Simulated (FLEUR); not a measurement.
Band structure of AgPt (P-6m2, 2 atoms in the cell).

```
AgPt
1.0
    2.78305     0.00000     0.00000
   -1.39152     2.41019     0.00000
    0.00000     0.00000     4.79511
Ag Pt
1 1
Direct
  0.00000   0.00000   0.50000
  0.66667   0.33333   0.00000
```

Computed with PBEsol, all-electron FLAPW (FLEUR), scalar-relativistic valence in FLEUR.

Settings: Kmax = 4.1 1/bohr; GmaxXC = 14.3 1/bohr; xcFunctional = PBEs; jspins = 1; l_soc = F; mode = hist; fermiSmearingEnergy = 0.00367493 Htr; mesh (inpgen div1-3) = 11 11 6; inpgen gamma flag = true; Gmax = 14.3 1/bohr; numbands = 0; maxIterBroyd = 25; imix = Anderson; alpha = 0.05.

The starting cell comes from a database of computed structures (which also holds hypothetical and non-ambient phases and stackings), without a prior relaxation at this level. Spin-orbit coupling is off. Spin polarisation is off. Values depend on the basis (sphere radii, cutoffs, local orbitals), which need not be converged.

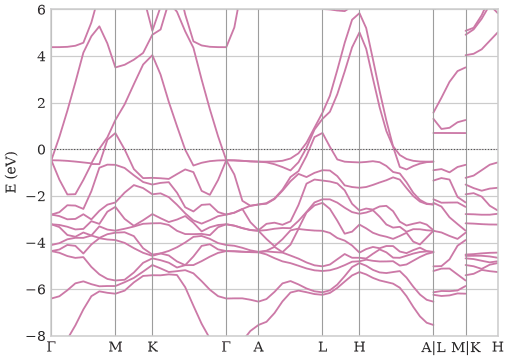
Figure: Bands along the path, energies from the Fermi level.

Levels in eV from the Fermi level, bands 13 to 20:
| point | 13 | 14 | 15 | 16 | 17 | 18 | 19 | 20 |
|---|---|---|---|---|---|---|---|---|
| Γ | -3.22 | -2.80 | -2.80 | -0.47 | -0.47 | -0.47 | 4.38 | 15.70 |
| M | -2.47 | -2.28 | -0.67 | 0.70 | 1.26 | 3.51 | 7.36 | 8.15 |
| K | -2.78 | -1.93 | -1.51 | -1.22 | 4.04 | 4.91 | 5.08 | 10.88 |
| A | -3.49 | -3.47 | -2.37 | -2.37 | -0.53 | -0.53 | 10.94 | 12.22 |
| L | -2.14 | -1.34 | -0.90 | 0.70 | 1.31 | 1.57 | 6.02 | 6.38 |
| H | -2.77 | -2.63 | -1.65 | -0.56 | 5.02 | 5.84 | 6.67 | 7.13 |
